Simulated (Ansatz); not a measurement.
# ClH6Si3 (charge +1): what the fields show

Input

```
basis:
  gaussian:
    orbitals: def2-TZVPD
crystal:
  periodic: [false, false, false]
  atoms:
    - {symbol: Cl, position_ang: [-0.018445, -2.453192, -0.477547]}
    - {symbol: Si, position_ang: [-0.782488, -0.388796, -1.056100]}
    - {symbol: Si, position_ang: [-1.045061, 0.202632, 1.215197]}
    - {symbol: Si, position_ang: [-0.248324, -1.959521, 1.732699]}
    - {symbol: H, position_ang: [0.355598, 0.161198, -1.830955]}
    - {symbol: H, position_ang: [-1.976894, -0.714173, -1.871979]}
    - {symbol: H, position_ang: [-2.466285, 0.403948, 1.601389]}
    - {symbol: H, position_ang: [-0.114811, 1.279877, 1.643919]}
    - {symbol: H, position_ang: [1.134982, -2.130643, 2.238026]}
    - {symbol: H, position_ang: [-1.199018, -3.001584, 2.189261]}
total_charge: 1
hamiltonian:
  xc: pbe0
output: {forces: true, orbitals: {seedname: orbitals}}
```

Launched as:

```sh
ansatz run input.yaml --threads 2 --pin off --max-ram 4350MiB --events-out events.jsonl --progress --plain --runs-dir runs
```

Geometry: r2SCAN-D4/def2-SVP.

The calculation used isolated molecule in a Gaussian basis; Kohn-Sham density functional theory, functional PBE0 in Ansatz 0.2.0.

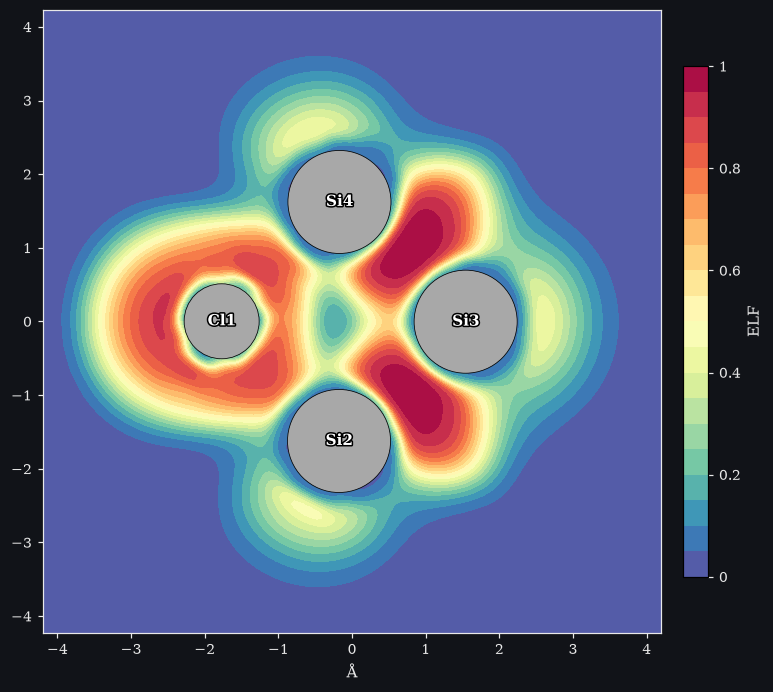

Figure 1. ELF on the plane of atoms Si2, Cl1 and Si4. Grey discs cover the atomic cores.

What does the map show?

The plane passes through Cl and Si nuclei.
Si–Cl (2.28 Å): the ELF peaks at about 0.90 between the atoms: a shared but strongly polarised pair.
Si–Si (2.36 Å): the ELF peaks at about 1 between the atoms; a covalent bond.
The ELF also peaks beside Cl1, away from the bonds: lone-pair regions.

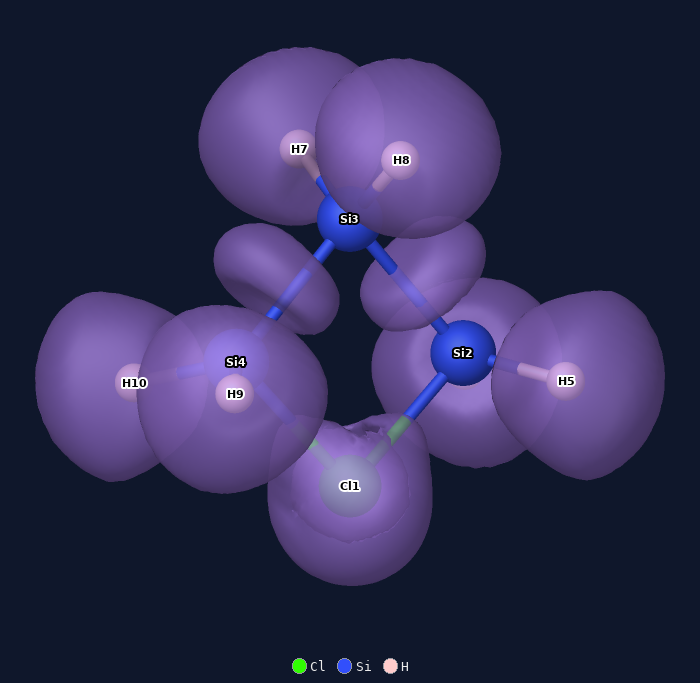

Figure 2. Isosurface of the ELF at 0.8 (purple), seen at a tilt. Only the valence region is drawn (cores and ρ < 0.01 e/Å³ removed).

Describe the localisation domains.

The ELF exceeds this value in two regions between bonded Si–Si atoms (shared pairs), six regions around hydrogen nuclei and one region on Cl in which the atom's valence shell and bonds are merged.

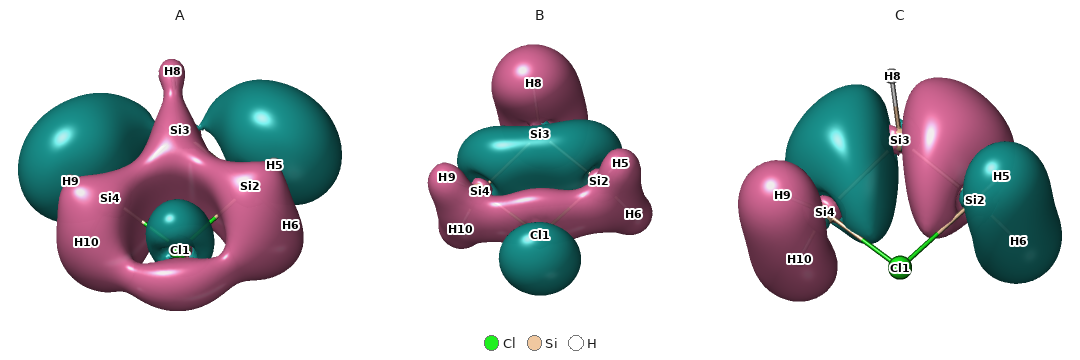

Figure 3. Three frontier orbitals at ±0.06 Å⁻³ᐟ² (teal and pink are the two phases), in no order.

Order the three orbitals by energy and name them.

B is the HOMO−1 (−13.89 eV). It lies mainly on Si3 (about 30 %), Cl1 (about 20 %), Si2 (about 15 %), Si4 (about 15 %), H8 (about 10 %) and H7 (about 10 %). C is the HOMO (−13.10 eV). Its weight (Hirshfeld) is mainly on Si3 (about 35 %), Si2 (about 25 %) and Si4 (about 25 %). A is the LUMO (−6.67 eV). It lies mainly on Si2 (about 30 %), Si4 (about 30 %), Cl1 (about 15 %) and Si3 (about 15 %).

What is the HOMO–LUMO gap?

6.43 eV between the orbital energies.
